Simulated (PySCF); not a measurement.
# HBe···HBe: magnetic exchange

Wanted: magnetic exchange for HBe···HBe.

Computed with PySCF 2.14.0 and routines of our own; the level stands in each step. Atoms count from 0.

### Step 1. The system as given

4 atoms, charge 0, high-spin multiplicity 3; geometry from: GFN2-xTB fragments, placed rigidly.

The system (radical pair): HBe···HBe. The radical centres are 3.65 Å apart, tilted by 45 degrees; the spin sites are atoms 0, 1 (1 unpaired) and atoms 2, 3 (1 unpaired).

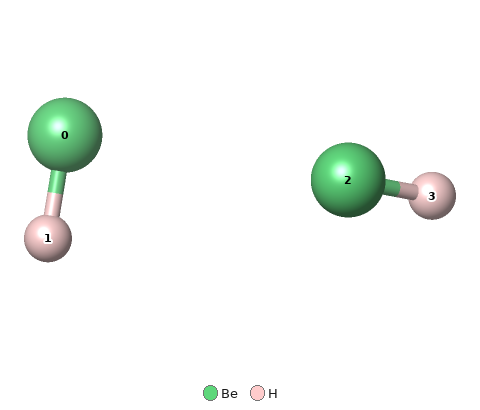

The starting geometry (beryllium green, hydrogen pink); sticks join atoms by distance alone.

### Step 2. Magnetic exchange: CASSCF and SC-NEVPT2/def2-TZVP (2,2)

The job: settings as JSON, then the geometry in Å.

```
{"job": {"kind": "cas", "basis": "def2-TZVP", "active": "magnetic", "zfs": true}, "charge": 0, "high_spin_multiplicity": 3, "spin_sites": [[[0, 1], 1], [[2, 3], 1]]}
Be     0.328000     0.231900    -2.055900
H     -0.984000     0.231900    -2.055900
Be     0.328000     0.231900     1.592100
H      0.328000    -0.695800     2.519800
```

With the program's defaults for keys left out, this is: CASSCF and SC-NEVPT2/def2-TZVP spin states, gas phase.

Command:

```
$ OMP_NUM_THREADS=1 python exch_run.py task.json out
```

This one command runs all jobs of the session in turn.

Standard output:

```text
start orbitals: natural orbitals of the high-spin HF determinant (converged)
active space: 2 electrons in 2 orbitals, 4 closed; orbitals optimised for multiplicities 3 1
macro   0  E = -30.3015970415  dE =  0.000e+00  |g| = 2.910e-02
macro   1  E = -30.3020224414  dE = -4.254e-04  |g| = 8.595e-03
macro   2  E = -30.3020846676  dE = -6.223e-05  |g| = 3.659e-03
macro   3  E = -30.3020956577  dE = -1.099e-05  |g| = 2.468e-03
macro   4  E = -30.3021023204  dE = -6.663e-06  |g| = 1.225e-03
macro   5  E = -30.3021034475  dE = -1.127e-06  |g| = 6.849e-04
macro   6  E = -30.3021037860  dE = -3.385e-07  |g| = 2.623e-04
macro   7  E = -30.3021038326  dE = -4.663e-08  |g| = 1.278e-04
CASSCF converged, mean energy = -30.3021038326
2S+1 = 3  root 0  E(CAS) = -30.29998583  E(NEVPT2) = -30.41118406  occupations 1.000 1.000
2S+1 = 1  root 0  E(CAS) = -30.30422184  E(NEVPT2) = -30.41613109  occupations 1.348 0.652
2S+1 = 1  root 1  E(CAS) = -30.06506282  E(NEVPT2) = -30.31803421  occupations 1.878 0.122
2S+1 = 1  root 2  E(CAS) = -30.03927875  E(NEVPT2) = -30.36838135  occupations 1.909 0.091
D(spin-spin) = -0.0682 cm-1, E/D = 0.009
D(spin-orbit) = 0.0000 cm-1, D(total) = -0.0682 cm-1, E/D = 0.009
```

It took 0.4 s on 1 thread of Intel Xeon 6975P-C, shared host.

From this job:

```tsv
quantity	value
J (CASSCF)	-465 cm⁻¹
J (NEVPT2)	-543 cm⁻¹
low less high spin (NEVPT2)	-3.1 kcal/mol
diradical index y0	0.65
zero-field D	-0.068 cm⁻¹
```

Mulliken spin populations of the high-spin state:

```tsv
atom	value (e)
Be0	1.00
H1	0.02
Be2	0.97
H3	0.02
```

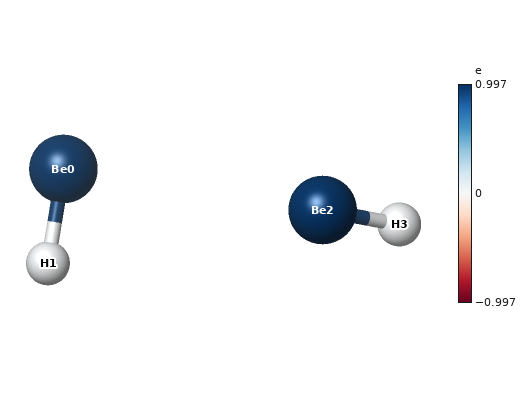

Mulliken spin populations of the high-spin state, as colours on the atoms.

### Step 3. Magnetic exchange: HF/def2-TZVP

The job: settings as JSON, then the geometry in Å.

```
{"job": {"kind": "bs", "xc": "HF", "basis": "def2-TZVP", "rks": true}, "charge": 0, "high_spin_multiplicity": 3, "spin_sites": [[[0, 1], 1], [[2, 3], 1]]}
Be     0.328000     0.231900    -2.055900
H     -0.984000     0.231900    -2.055900
Be     0.328000     0.231900     1.592100
H      0.328000    -0.695800     2.519800
```

With the program's defaults for keys left out, this is: HF/def2-TZVP high-spin, broken-symmetry and restricted single points, gas phase.

Standard output:

```text
high-spin state, multiplicity 3
final grid: 32800 points
cycle   1  E = -30.2356800062  dE = -8.536e-02  |g| = 1.455e-01  |ddm| = 9.567e-01
cycle   2  E = -30.2827466864  dE = -4.707e-02  |g| = 7.167e-02  |ddm| = 3.243e-01
cycle   3  E = -30.2988864217  dE = -1.614e-02  |g| = 2.349e-02  |ddm| = 2.450e-01
cycle   4  E = -30.3005252271  dE = -1.639e-03  |g| = 1.172e-02  |ddm| = 6.065e-02
cycle   5  E = -30.3009678550  dE = -4.426e-04  |g| = 4.545e-03  |ddm| = 3.763e-02
cycle   6  E = -30.3010266669  dE = -5.881e-05  |g| = 7.107e-04  |ddm| = 1.650e-02
cycle   7  E = -30.3010281084  dE = -1.442e-06  |g| = 2.305e-04  |ddm| = 2.744e-03
cycle   8  E = -30.3010283370  dE = -2.286e-07  |g| = 9.163e-05  |ddm| = 1.053e-03
cycle   9  E = -30.3010283873  dE = -5.026e-08  |g| = 4.083e-05  |ddm| = 5.037e-04
cycle  10  E = -30.3010283984  dE = -1.115e-08  |g| = 1.625e-05  |ddm| = 2.092e-04
cycle  11  E = -30.3010284002  dE = -1.779e-09  |g| = 5.100e-06  |ddm| = 1.102e-04
converged SCF energy = -30.3010284002

broken-symmetry state, M_S = 0, start: spins of the second site flipped
final grid: 32800 points
cycle   1  E = -30.3019633448  dE = -3.917e-03  |g| = 1.480e-02  |ddm| = 7.176e-02
cycle   2  E = -30.3025632121  dE = -5.999e-04  |g| = 7.076e-03  |ddm| = 2.805e-02
cycle   3  E = -30.3027431335  dE = -1.799e-04  |g| = 2.482e-03  |ddm| = 2.188e-02
cycle   4  E = -30.3027728737  dE = -2.974e-05  |g| = 9.297e-04  |ddm| = 9.999e-03
cycle   5  E = -30.3027781969  dE = -5.323e-06  |g| = 3.165e-04  |ddm| = 4.867e-03
cycle   6  E = -30.3027788854  dE = -6.885e-07  |g| = 1.440e-04  |ddm| = 1.642e-03
cycle   7  E = -30.3027790440  dE = -1.586e-07  |g| = 6.023e-05  |ddm| = 8.156e-04
cycle   8  E = -30.3027790715  dE = -2.756e-08  |g| = 2.668e-05  |ddm| = 3.444e-04
cycle   9  E = -30.3027790768  dE = -5.256e-09  |g| = 1.092e-05  |ddm| = 1.661e-04
converged SCF energy = -30.3027790768

<S^2> high spin = 2.0032, broken symmetry = 0.9699
E(HS) - E(BS) = 384.23 cm-1
J_noodleman = -384.23 cm-1
J_unprojected = -192.11 cm-1
J_yamaguchi = -371.84 cm-1

restricted closed-shell singlet
final grid: 32800 points
cycle   1  E = -30.2320739166  dE = -2.099e-02  |g| = 6.627e-02  |ddm| = 4.203e-01
cycle   2  E = -30.2361398739  dE = -4.066e-03  |g| = 2.802e-02  |ddm| = 1.654e-01
cycle   3  E = -30.2370407012  dE = -9.008e-04  |g| = 1.308e-02  |ddm| = 6.112e-02
cycle   4  E = -30.2375071908  dE = -4.665e-04  |g| = 3.985e-03  |ddm| = 6.298e-02
cycle   5  E = -30.2375603625  dE = -5.317e-05  |g| = 1.178e-03  |ddm| = 1.947e-02
cycle   6  E = -30.2375633628  dE = -3.000e-06  |g| = 2.611e-04  |ddm| = 4.749e-03
cycle   7  E = -30.2375635439  dE = -1.811e-07  |g| = 8.877e-05  |ddm| = 1.367e-03
cycle   8  E = -30.2375635677  dE = -2.372e-08  |g| = 2.060e-05  |ddm| = 4.117e-04
cycle   9  E = -30.2375635688  dE = -1.186e-09  |g| = 2.960e-06  |ddm| = 1.129e-04
converged SCF energy = -30.2375635688
```

It took 0.1 s on 1 thread of Intel Xeon 6975P-C, shared host.

From this job:

```tsv
quantity	value
J (Yamaguchi)	-372 cm⁻¹
low less high spin, projected	-2.1 kcal/mol
closed shell less high spin (no spin gap: the broken-symmetry state lies far lower)	39.8 kcal/mol
```

### Step 4. Magnetic exchange: PBE/def2-TZVP

The job: settings as JSON, then the geometry in Å.

```
{"job": {"kind": "bs", "xc": "PBE", "grid": 1, "basis": "def2-TZVP", "rks": true}, "charge": 0, "high_spin_multiplicity": 3, "spin_sites": [[[0, 1], 1], [[2, 3], 1]]}
Be     0.328000     0.231900    -2.055900
H     -0.984000     0.231900    -2.055900
Be     0.328000     0.231900     1.592100
H      0.328000    -0.695800     2.519800
```

Method: PBE/def2-TZVP high-spin, broken-symmetry and restricted single points, gas phase.

Standard output:

```text
high-spin state, multiplicity 3
final grid: 15112 points
cycle   1  E = -30.4318254864  dE = -8.484e-03  |g| = 1.892e-02  |ddm| = 1.968e-01
cycle   2  E = -30.4320324992  dE = -2.070e-04  |g| = 1.193e-02  |ddm| = 5.430e-02
cycle   3  E = -30.4321986028  dE = -1.661e-04  |g| = 1.148e-03  |ddm| = 2.174e-02
cycle   4  E = -30.4322001612  dE = -1.558e-06  |g| = 3.212e-04  |ddm| = 3.001e-03
cycle   5  E = -30.4322002968  dE = -1.355e-07  |g| = 9.263e-05  |ddm| = 9.307e-04
cycle   6  E = -30.4322003130  dE = -1.622e-08  |g| = 2.826e-05  |ddm| = 3.424e-04
cycle   7  E = -30.4322003144  dE = -1.444e-09  |g| = 6.401e-06  |ddm| = 7.945e-05
converged SCF energy = -30.4322003144

broken-symmetry state, M_S = 0, start: spins of the second site flipped
final grid: 15112 points
cycle   1  E = -30.4354978328  dE = -6.429e-03  |g| = 1.495e-02  |ddm| = 2.396e-01
cycle   2  E = -30.4356080682  dE = -1.102e-04  |g| = 1.324e-02  |ddm| = 6.418e-02
cycle   3  E = -30.4358727997  dE = -2.647e-04  |g| = 1.106e-03  |ddm| = 3.034e-02
cycle   4  E = -30.4358748039  dE = -2.004e-06  |g| = 5.447e-04  |ddm| = 3.915e-03
cycle   5  E = -30.4358754287  dE = -6.248e-07  |g| = 1.481e-04  |ddm| = 2.000e-03
cycle   6  E = -30.4358754769  dE = -4.826e-08  |g| = 4.050e-05  |ddm| = 5.056e-04
cycle   7  E = -30.4358754797  dE = -2.813e-09  |g| = 5.370e-06  |ddm| = 1.022e-04
converged SCF energy = -30.4358754797

<S^2> high spin = 2.0011, broken symmetry = 0.8593
E(HS) - E(BS) = 806.61 cm-1
J_noodleman = -806.61 cm-1
J_unprojected = -403.30 cm-1
J_yamaguchi = -706.48 cm-1

restricted closed-shell singlet
final grid: 15112 points
cycle   1  E = -30.1502824036  dE =  2.334e-01  |g| = 4.014e-01  |ddm| = 1.464e+00
cycle   2  E = -27.8760683069  dE =  2.274e+00  |g| = 1.163e+00  |ddm| = 2.520e+00
cycle   3  E = -30.2131288949  dE = -2.337e+00  |g| = 3.899e-01  |ddm| = 1.698e+00
cycle   4  E = -30.3435204404  dE = -1.304e-01  |g| = 2.262e-01  |ddm| = 5.601e-01
cycle   5  E = -30.4126228832  dE = -6.910e-02  |g| = 8.726e-02  |ddm| = 7.518e-01
cycle   6  E = -30.4099123127  dE =  2.711e-03  |g| = 1.000e-01  |ddm| = 3.826e-01
cycle   7  E = -30.4186894810  dE = -8.777e-03  |g| = 4.396e-02  |ddm| = 1.272e-01
cycle   8  E = -30.4177996281  dE =  8.899e-04  |g| = 5.198e-02  |ddm| = 2.905e-02
cycle   9  E = -30.4180716931  dE = -2.721e-04  |g| = 4.955e-02  |ddm| = 6.032e-03
cycle  10  E = -30.4206406673  dE = -2.569e-03  |g| = 5.432e-03  |ddm| = 1.046e-01
cycle  11  E = -30.4206242247  dE =  1.644e-05  |g| = 6.366e-03  |ddm| = 1.925e-02
cycle  12  E = -30.4206666771  dE = -4.245e-05  |g| = 3.640e-04  |ddm| = 1.262e-02
cycle  13  E = -30.4206668071  dE = -1.299e-07  |g| = 5.037e-05  |ddm| = 8.151e-04
cycle  14  E = -30.4206668073  dE = -2.305e-10  |g| = 4.306e-05  |ddm| = 8.235e-05
converged SCF energy = -30.4206668073
```

Wall time 1.1 s (1 thread of Intel Xeon 6975P-C, shared host).

Key values:

```tsv
quantity	value
J (Yamaguchi)	-706 cm⁻¹
low less high spin, projected	-4.0 kcal/mol
closed shell less high spin (no spin gap: the broken-symmetry state lies far lower)	7.2 kcal/mol
```

### Step 5. Magnetic exchange: HF/def2-TZVP in acetonitrile

The job: settings as JSON, then the geometry in Å.

```
{"job": {"kind": "bs", "xc": "HF", "basis": "def2-TZVP", "rks": true, "solvent": "acetonitrile"}, "charge": 0, "high_spin_multiplicity": 3, "spin_sites": [[[0, 1], 1], [[2, 3], 1]]}
Be     0.328000     0.231900    -2.055900
H     -0.984000     0.231900    -2.055900
Be     0.328000     0.231900     1.592100
H      0.328000    -0.695800     2.519800
```

With the program's defaults for keys left out, this is: HF/def2-TZVP high-spin, broken-symmetry and restricted single points, IEF-PCM acetonitrile.

Standard output:

```text
high-spin state, multiplicity 3
final grid: 32800 points
cycle   1  E = -30.2411424165  dE = -8.968e-02  |g| = 1.479e-01  |ddm| = 9.656e-01
cycle   2  E = -30.2920663036  dE = -5.092e-02  |g| = 7.597e-02  |ddm| = 3.239e-01
cycle   3  E = -30.3110670888  dE = -1.900e-02  |g| = 2.660e-02  |ddm| = 2.569e-01
cycle   4  E = -30.3131967676  dE = -2.130e-03  |g| = 1.223e-02  |ddm| = 7.457e-02
cycle   5  E = -30.3136621812  dE = -4.654e-04  |g| = 4.223e-03  |ddm| = 4.132e-02
cycle   6  E = -30.3137073372  dE = -4.516e-05  |g| = 7.412e-04  |ddm| = 1.419e-02
cycle   7  E = -30.3137089003  dE = -1.563e-06  |g| = 2.295e-04  |ddm| = 2.831e-03
cycle   8  E = -30.3137091397  dE = -2.393e-07  |g| = 1.186e-04  |ddm| = 1.020e-03
cycle   9  E = -30.3137092455  dE = -1.059e-07  |g| = 7.105e-05  |ddm| = 6.560e-04
cycle  10  E = -30.3137092986  dE = -5.307e-08  |g| = 3.383e-05  |ddm| = 5.494e-04
cycle  11  E = -30.3137093107  dE = -1.205e-08  |g| = 1.342e-05  |ddm| = 3.168e-04
cycle  12  E = -30.3137093121  dE = -1.401e-09  |g| = 6.910e-06  |ddm| = 9.250e-05
converged SCF energy = -30.3137093121

broken-symmetry state, M_S = 0, start: spins of the second site flipped
final grid: 32800 points
cycle   1  E = -30.3145164777  dE = -3.273e-03  |g| = 1.320e-02  |ddm| = 6.537e-02
cycle   2  E = -30.3150222164  dE = -5.057e-04  |g| = 6.452e-03  |ddm| = 2.514e-02
cycle   3  E = -30.3152004285  dE = -1.782e-04  |g| = 2.978e-03  |ddm| = 2.003e-02
cycle   4  E = -30.3152649120  dE = -6.448e-05  |g| = 1.686e-03  |ddm| = 1.415e-02
cycle   5  E = -30.3152952963  dE = -3.038e-05  |g| = 7.713e-04  |ddm| = 1.286e-02
cycle   6  E = -30.3153019166  dE = -6.620e-06  |g| = 2.803e-04  |ddm| = 6.822e-03
cycle   7  E = -30.3153025953  dE = -6.787e-07  |g| = 7.598e-05  |ddm| = 2.319e-03
cycle   8  E = -30.3153026297  dE = -3.442e-08  |g| = 3.672e-05  |ddm| = 4.374e-04
cycle   9  E = -30.3153026386  dE = -8.861e-09  |g| = 2.301e-05  |ddm| = 1.699e-04
converged SCF energy = -30.3153026386

<S^2> high spin = 2.0020, broken symmetry = 0.9697
E(HS) - E(BS) = 349.69 cm-1
J_noodleman = -349.69 cm-1
J_unprojected = -174.85 cm-1
J_yamaguchi = -338.76 cm-1

restricted closed-shell singlet
final grid: 32800 points
cycle   1  E = -30.2493509962  dE = -2.094e-02  |g| = 5.745e-02  |ddm| = 3.281e-01
cycle   2  E = -30.2556567682  dE = -6.306e-03  |g| = 3.566e-02  |ddm| = 1.450e-01
cycle   3  E = -30.2604733169  dE = -4.817e-03  |g| = 1.458e-02  |ddm| = 1.689e-01
cycle   4  E = -30.2616168853  dE = -1.144e-03  |g| = 7.905e-03  |ddm| = 8.981e-02
cycle   5  E = -30.2619591164  dE = -3.422e-04  |g| = 5.623e-03  |ddm| = 5.216e-02
cycle   6  E = -30.2622444614  dE = -2.853e-04  |g| = 3.188e-03  |ddm| = 6.821e-02
cycle   7  E = -30.2623536779  dE = -1.092e-04  |g| = 1.557e-03  |ddm| = 5.099e-02
cycle   8  E = -30.2623744594  dE = -2.078e-05  |g| = 7.251e-04  |ddm| = 1.975e-02
cycle   9  E = -30.2623788827  dE = -4.423e-06  |g| = 2.151e-04  |ddm| = 1.304e-02
cycle  10  E = -30.2623790676  dE = -1.849e-07  |g| = 7.595e-05  |ddm| = 2.083e-03
cycle  11  E = -30.2623790972  dE = -2.967e-08  |g| = 1.593e-05  |ddm| = 1.267e-03
cycle  12  E = -30.2623790984  dE = -1.173e-09  |g| = 5.604e-06  |ddm| = 1.956e-04
converged SCF energy = -30.2623790984
```

Run time: 0.5 s. Hardware: 1 thread of Intel Xeon 6975P-C, shared host; peak memory 0.22 GiB.

In short:

```tsv
quantity	value
J (Yamaguchi)	-339 cm⁻¹
low less high spin, projected	-1.9 kcal/mol
closed shell less high spin (no spin gap: the broken-symmetry state lies far lower)	32.2 kcal/mol
```

### Step 6. Spin gaps side by side

J for H = −2J S1·S2; the gap is low spin less high spin (projected; unprojected where the broken-symmetry state collapsed; or NEVPT2):

```tsv
step	level	geometry	J (cm⁻¹)	gap (kcal/mol)	time
2	CASSCF and SC-NEVPT2/def2-TZVP (2,2)	one	-543	-3.1	0.4 s
3	HF/def2-TZVP	one	-372	-2.1	0.1 s
4	PBE/def2-TZVP	one	-706	-4.0	1.1 s
5	HF/def2-TZVP in acetonitrile	one	-339	-1.9	0.5 s
```

CASSCF times leave out a start SCF that an earlier step had already made.

### Step 7. Summary of results

| quantity | value |
| --- | --- |
| J (CASSCF) (step 2, CASSCF and SC-NEVPT2/def2-TZVP (2,2)) | -465 cm⁻¹ |
| J (NEVPT2) (step 2, CASSCF and SC-NEVPT2/def2-TZVP (2,2)) | -543 cm⁻¹ |
| low less high spin (NEVPT2) (step 2, CASSCF and SC-NEVPT2/def2-TZVP (2,2)) | -3.1 kcal/mol |
| diradical index y0 (step 2, CASSCF and SC-NEVPT2/def2-TZVP (2,2)) | 0.65 |
| J | -706 (PBE/def2-TZVP) to -339 cm⁻¹ (HF/def2-TZVP in acetonitrile) |

In words: The levels with a meaningful J put the low-spin state lower (antiferromagnetic coupling), from -706 to -339 cm⁻¹.
